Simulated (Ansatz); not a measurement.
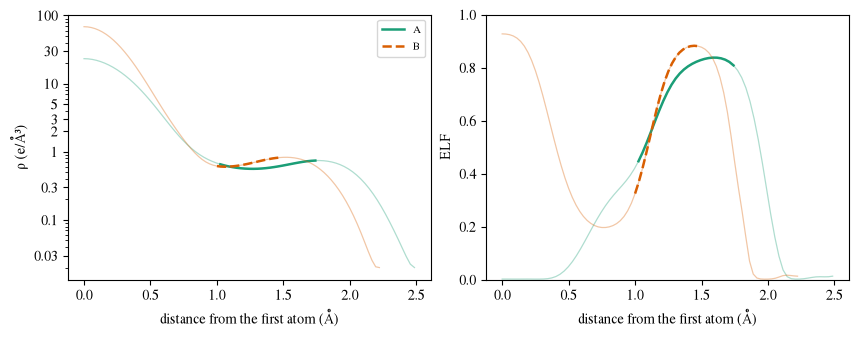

*Cu3SbP4. Valence pseudo-density and ELF along straight lines between neighbouring atoms. Thin, pale parts lie inside the atomic spheres.*

Space group P-43m; a structure from a database of computed crystals, not necessarily the ambient phase; a generated structure, not necessarily the stable one; changed on purpose from its base cell (volume × 0.94, shape and atoms relaxed); computed pressure about 6 GPa in this cell; computed without spin polarisation.

Computed with DFT PBE, scalar-relativistic, plane waves, PAW in Ansatz 0.2.0.

Core electrons are frozen (PAW), and the valence fields are smoothed inside the atomic spheres.

**Which curve belongs to which contact (Cu–P and Sb–P)? The first atom named is at distance zero.**

Curve A: Sb–P (2.49 Å): ρ is about 0.56 e/Å³ halfway; the ELF peaks at about 0.85 in the valence shell of P, 0.9 Å from its nucleus, and is about 0.70 at the midpoint. Curve B: Cu–P (2.22 Å): ρ at the midpoint is about 0.61 e/Å³; the ELF peaks at about 0.90 in the valence shell of P, 0.8 Å from its nucleus, and is about 0.55 at the midpoint.
